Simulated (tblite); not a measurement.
## Run report: C₄H₆BFSi, geometry relaxation (part 2 of 2)

C₄H₆BFSi; GFN2-xTB geometry optimisation, gas phase (tblite 0.8.0). It belongs to a series of runs on one base structure; here: C replaced by Si.

Geometry of the input (Å):
```
C  -1.0705  1.8257  0.0158
C  -0.7262  0.5592  -0.0412
Si -1.9789  -0.7452  -0.3108
C  0.6479  0.1491  0.1240
C  1.7841  -0.1973  0.2842
B  3.2456  -0.6362  0.4405
F  3.9799  -0.9117  -0.7937
H  -2.1404  2.0334  -0.1163
H  -0.3616  2.6300  0.1827
H  -3.1169  -0.6427  0.6275
H  -2.5125  -0.7421  -1.7088
H  -1.3860  -2.0731  -0.1227
H  3.6311  -1.2486  1.4010
```

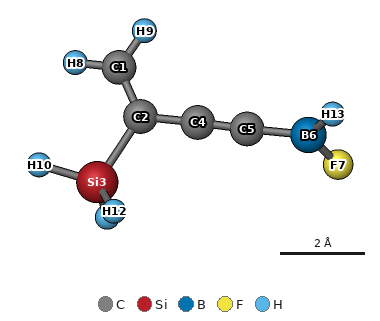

The geometry at step 94 of the log (ball-and-stick view, seen at a tilt; atoms are numbered from 1 in the order of the input).

Trajectory as extended XYZ, continued
```
13
Properties=species:S:1:pos:R:3:forces:R:3 step=51 energy=-524.38405
C    -1.0651    1.8363    0.0431    0.0060  -0.0140   0.0010
C    -0.7159    0.5499   -0.0363   -0.0220   0.0260   0.0000
Si   -1.9915   -0.8359   -0.3283    0.0210   0.0280  -0.0030
C     0.6210    0.1455    0.0860   -0.0100  -0.0210   0.0020
C     1.7576   -0.2717    0.1947   -0.0110   0.0030   0.0040
B     3.1650   -0.7650    0.3596    0.0110   0.0010  -0.0130
F     3.9607   -0.8549   -0.6922    0.0020  -0.0020  -0.0070
H    -2.0937    2.1445   -0.0479    0.0180  -0.0120   0.0030
H    -0.3385    2.6193    0.2026   -0.0220  -0.0110  -0.0050
H    -3.1062   -0.6032    0.5923   -0.0120   0.0050  -0.0040
H    -2.4519   -0.7495   -1.7164    0.0030   0.0060   0.0010
H    -1.3608   -2.1286   -0.0726    0.0090  -0.0070   0.0090
H     3.6148   -1.0864    1.3975    0.0050  -0.0010   0.0130
13
Properties=species:S:1:pos:R:3:forces:R:3 step=60 energy=-524.38465
C    -1.0638    1.8280    0.0615    0.0030  -0.0100   0.0040
C    -0.7132    0.5437   -0.0396   -0.0190   0.0140   0.0120
Si   -1.9965   -0.8329   -0.3343    0.0070   0.0140  -0.0040
C     0.6233    0.1339    0.0688    0.0000   0.0120   0.0060
C     1.7619   -0.2789    0.1740   -0.0120   0.0000  -0.0080
B     3.1724   -0.7597    0.3505    0.0040   0.0070  -0.0020
F     3.9719   -0.8788   -0.6954   -0.0110  -0.0010  -0.0050
H    -2.0949    2.1318   -0.0130    0.0140  -0.0040  -0.0040
H    -0.3409    2.6135    0.2239   -0.0040  -0.0170  -0.0070
H    -3.1300   -0.5650    0.5528   -0.0120   0.0010   0.0030
H    -2.4271   -0.7681   -1.7327    0.0100  -0.0010  -0.0090
H    -1.3880   -2.1270   -0.0354    0.0070  -0.0070   0.0060
H     3.6206   -1.0401    1.4010    0.0150  -0.0090   0.0070
13
Properties=species:S:1:pos:R:3:forces:R:3 step=68 energy=-524.38538
C    -1.0662    1.8232    0.0775    0.0060   0.0050  -0.0410
C    -0.7160    0.5399   -0.0264    0.0080  -0.0130   0.0060
Si   -1.9987   -0.8302   -0.3358   -0.0290  -0.0330   0.0040
C     0.6210    0.1304    0.0759    0.0120   0.0120   0.0100
C     1.7616   -0.2785    0.1741    0.0150  -0.0140   0.0090
B     3.1750   -0.7563    0.3432    0.0170   0.0020   0.0120
F     3.9617   -0.8941   -0.7104   -0.0220   0.0020   0.0010
H    -2.0977    2.1239   -0.0015    0.0190   0.0240   0.0170
H    -0.3389    2.6058    0.2292   -0.0200   0.0170   0.0210
H    -3.1571   -0.5424    0.5152    0.0160  -0.0080  -0.0170
H    -2.3867   -0.7786   -1.7479    0.0080  -0.0090   0.0040
H    -1.4033   -2.1238   -0.0037   -0.0120   0.0100   0.0010
H     3.6410   -1.0188    1.3928   -0.0190   0.0050  -0.0270
13
Properties=species:S:1:pos:R:3:forces:R:3 step=77 energy=-524.38996
C    -1.0621    1.8041    0.1586   -0.0080   0.0060   0.0270
C    -0.7280    0.5186    0.0271    0.0190  -0.0020  -0.0190
Si   -2.0122   -0.8308   -0.3546   -0.0110  -0.0380   0.0060
C     0.6117    0.1068    0.0975    0.0020   0.0200  -0.0020
C     1.7611   -0.2830    0.1673    0.0020  -0.0110   0.0040
B     3.1906   -0.7267    0.2921    0.0020  -0.0140   0.0230
F     3.8970   -1.0012   -0.7914   -0.0170   0.0090   0.0190
H    -2.0902    2.1222    0.1150    0.0020  -0.0010  -0.0220
H    -0.3246    2.5761    0.3157    0.0020   0.0070   0.0250
H    -3.2856   -0.4155    0.2398    0.0300   0.0070  -0.0130
H    -2.1268   -0.9134   -1.8126   -0.0140  -0.0200  -0.0090
H    -1.5696   -2.1122    0.1966    0.0090   0.0360   0.0090
H     3.7345   -0.8447    1.3310   -0.0160   0.0010  -0.0480
13
Properties=species:S:1:pos:R:3:forces:R:3 step=86 energy=-524.39489
C    -1.0649    1.7920    0.2257   -0.0050   0.0190  -0.0230
C    -0.7333    0.5136    0.0334    0.0110  -0.0190   0.0410
Si   -2.0095   -0.8315   -0.3856   -0.0010  -0.0030   0.0080
C     0.6061    0.1004    0.1081    0.0030   0.0060  -0.0280
C     1.7558   -0.2887    0.1705    0.0040   0.0010  -0.0020
B     3.1935   -0.7136    0.2593    0.0000  -0.0050  -0.0080
F     3.8410   -1.0719   -0.8366   -0.0060   0.0030   0.0120
H    -2.0893    2.1188    0.1704   -0.0070   0.0040  -0.0010
H    -0.3249    2.5511    0.4281   -0.0070   0.0100   0.0190
H    -3.3210   -0.3261    0.0218   -0.0150   0.0190  -0.0030
H    -1.9759   -1.0545   -1.8329    0.0150  -0.0280   0.0150
H    -1.6801   -2.0517    0.3516    0.0170   0.0040  -0.0230
H     3.7981   -0.7376    1.2685   -0.0090  -0.0110  -0.0050
13
Properties=species:S:1:pos:R:3:forces:R:3 step=94 energy=-524.39665
C    -1.0705    1.7930    0.2526   -0.0090   0.0020   0.0090
C    -0.7373    0.5165    0.0493    0.0040  -0.0060   0.0080
Si   -2.0047   -0.8297   -0.3918    0.0140  -0.0110  -0.0080
C     0.6020    0.1029    0.1230    0.0030   0.0060  -0.0010
C     1.7516   -0.2869    0.1812    0.0000   0.0060  -0.0080
B     3.1907   -0.7118    0.2403   -0.0030  -0.0020   0.0000
F     3.8002   -1.1015   -0.8663    0.0120  -0.0030   0.0000
H    -2.0933    2.1223    0.1845   -0.0120  -0.0010   0.0090
H    -0.3350    2.5476    0.4860    0.0030   0.0110  -0.0140
H    -3.3302   -0.2809   -0.1010    0.0000  -0.0060   0.0060
H    -1.8786   -1.1412   -1.8165    0.0100  -0.0010  -0.0080
H    -1.7284   -2.0210    0.4124   -0.0090   0.0160   0.0080
H     3.8290   -0.7087    1.2286   -0.0130  -0.0120  -0.0030
13
Properties=species:S:1:pos:R:3:forces:R:3 step=103 energy=-524.39862
C    -1.0877    1.7974    0.2894   -0.0030   0.0070   0.0000
C    -0.7379    0.5286    0.0693    0.0130  -0.0250  -0.0440
Si   -1.9843   -0.8285   -0.3973    0.0210  -0.0020   0.0340
C     0.6049    0.1239    0.1218   -0.0020   0.0030  -0.0150
C     1.7519   -0.2766    0.1491    0.0100  -0.0010  -0.0030
B     3.1850   -0.7211    0.2105   -0.0100   0.0120   0.0030
F     3.7971   -1.1351   -0.8856   -0.0100   0.0030  -0.0060
H    -2.1163    2.1106    0.2397   -0.0180   0.0040  -0.0030
H    -0.3611    2.5622    0.5153    0.0130   0.0150   0.0180
H    -3.3165   -0.2510   -0.2395   -0.0630   0.0210   0.0200
H    -1.7643   -1.2250   -1.7863    0.0360  -0.0050  -0.0430
H    -1.7900   -1.9719    0.4929    0.0020  -0.0160   0.0230
H     3.8149   -0.7130    1.2031    0.0130  -0.0180   0.0170
13
Properties=species:S:1:pos:R:3:forces:R:3 step=111 energy=-524.40028
C    -1.1006    1.8035    0.3113   -0.0060   0.0130   0.0060
C    -0.7385    0.5431    0.0652    0.0050  -0.0280   0.0020
Si   -1.9693   -0.8289   -0.4000   -0.0010   0.0100  -0.0140
C     0.6065    0.1453    0.1140    0.0160  -0.0020  -0.0110
C     1.7532   -0.2567    0.1411   -0.0170   0.0070   0.0040
B     3.1783   -0.7267    0.1929   -0.0090  -0.0070   0.0100
F     3.7691   -1.1516   -0.9106    0.0110   0.0070  -0.0140
H    -2.1327    2.1069    0.2678   -0.0090   0.0040  -0.0040
H    -0.3819    2.5708    0.5549    0.0060   0.0080   0.0000
H    -3.3098   -0.2444   -0.3496   -0.0080   0.0100   0.0010
H    -1.6536   -1.2961   -1.7504    0.0030  -0.0040   0.0030
H    -1.8416   -1.9206    0.5649    0.0090  -0.0160   0.0130
H     3.8165   -0.7443    1.1807    0.0010  -0.0040   0.0050
13
Properties=species:S:1:pos:R:3:forces:R:3 step=120 energy=-524.40095
C    -1.1046    1.8145    0.2939    0.0130  -0.0190  -0.0100
C    -0.7403    0.5513    0.0629    0.0080   0.0120   0.0080
Si   -1.9617   -0.8326   -0.3886   -0.0250   0.0030   0.0030
C     0.6038    0.1520    0.1096    0.0200  -0.0010   0.0110
C     1.7464   -0.2614    0.1458   -0.0020   0.0120   0.0010
B     3.1693   -0.7380    0.2003    0.0010  -0.0070  -0.0190
F     3.7800   -1.1030   -0.9147    0.0000   0.0100   0.0140
H    -2.1384    2.1144    0.2536    0.0150   0.0010  -0.0020
H    -0.3838    2.5862    0.5194   -0.0200  -0.0010   0.0060
H    -3.3076   -0.2618   -0.3051    0.0070  -0.0080  -0.0050
H    -1.6573   -1.2738   -1.7505   -0.0120  -0.0130   0.0030
H    -1.8008   -1.9374    0.5589    0.0030   0.0140  -0.0090
H     3.7905   -0.8100    1.1967   -0.0080  -0.0040  -0.0020
13
Properties=species:S:1:pos:R:3:forces:R:3 step=128 energy=-524.40194
C    -1.1094    1.8244    0.2704    0.0020  -0.0040   0.0000
C    -0.7349    0.5628    0.0496    0.0030  -0.0010   0.0020
Si   -1.9535   -0.8324   -0.3794   -0.0050   0.0030   0.0000
C     0.6100    0.1680    0.1021    0.0050  -0.0050   0.0050
C     1.7507   -0.2500    0.1468   -0.0070  -0.0020  -0.0050
B     3.1639   -0.7526    0.2095    0.0000   0.0100  -0.0070
F     3.8067   -1.0389   -0.9101    0.0070   0.0040   0.0030
H    -2.1458    2.1142    0.2313   -0.0020   0.0010  -0.0110
H    -0.3987    2.6060    0.4915    0.0050  -0.0030   0.0060
H    -3.3023   -0.2781   -0.2513    0.0000  -0.0030  -0.0010
H    -1.6960   -1.2710   -1.7521    0.0010   0.0030   0.0070
H    -1.7435   -1.9376    0.5566   -0.0060   0.0000   0.0020
H     3.7485   -0.9144    1.2173   -0.0040  -0.0030  -0.0010
13
Properties=species:S:1:pos:R:3:forces:R:3 step=137 energy=-524.40231
C    -1.1096    1.8278    0.2644    0.0030  -0.0040   0.0000
C    -0.7353    0.5651    0.0504    0.0030  -0.0070  -0.0010
Si   -1.9521   -0.8333   -0.3733   -0.0040   0.0080   0.0020
C     0.6089    0.1684    0.1062   -0.0010   0.0000  -0.0030
C     1.7491   -0.2519    0.1384    0.0020  -0.0010   0.0060
B     3.1618   -0.7550    0.2058   -0.0060   0.0020   0.0020
F     3.8241   -1.0082   -0.9101    0.0030   0.0070   0.0010
H    -2.1448    2.1198    0.2126    0.0000  -0.0020   0.0050
H    -0.3993    2.6081    0.4916    0.0040   0.0020  -0.0060
H    -3.3024   -0.2836   -0.2436   -0.0020   0.0010  -0.0030
H    -1.6936   -1.2733   -1.7450   -0.0010  -0.0030  -0.0010
H    -1.7385   -1.9353    0.5657   -0.0040  -0.0010   0.0010
H     3.7274   -0.9480    1.2191    0.0040  -0.0020  -0.0040
```

Results in brief

| quantity | value |
| --- | --- |
| outcome | converged |
| total energy | −524.4023 eV |
| hardware | 1 CPU thread, shared host |
| wall time | 0.8 s |
| peak memory | 0.18 GiB |
